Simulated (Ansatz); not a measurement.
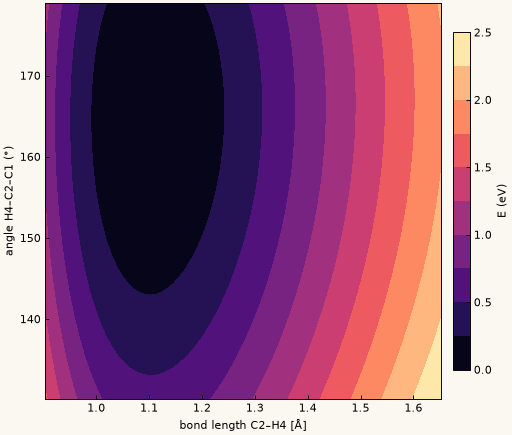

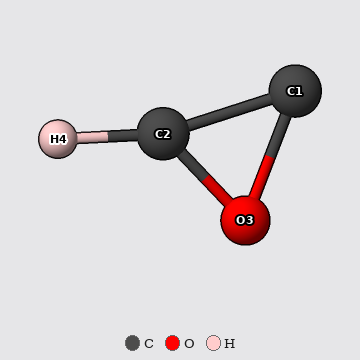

Energy landscape of C₂HO, charge +1. Coordinates scanned: (1) bond length C2–H4; (2) angle H4–C2–C1. Nothing is relaxed (all other coordinates rigid). The grid has 15 × 15 points. Energies: eV, counted from the relaxed molecule at the same level. The reference is spin-restricted, which grows unreliable where a bond is stretched far. The calculation used RKS PBE-D4/def2-TZVP (Ansatz).

In the figure: filled contours. Between grid points the surface is interpolated. The second picture is the structure at the lowest point.

> Describe this landscape.

The lowest grid point is at bond length C2–H4 = 1.117 Å, angle H4–C2–C1 = 165.0°, 0.0040 eV from the relaxed molecule at the same level. It is the only kind of minimum in the scanned range. The highest grid point, bond length C2–H4 = 1.652 Å, angle H4–C2–C1 = 130.1°, lies 2.47 eV above the lowest.

The whole map (225 points run) took 5.3 min on 1 thread of Arm Neoverse V2, with other jobs on the host.
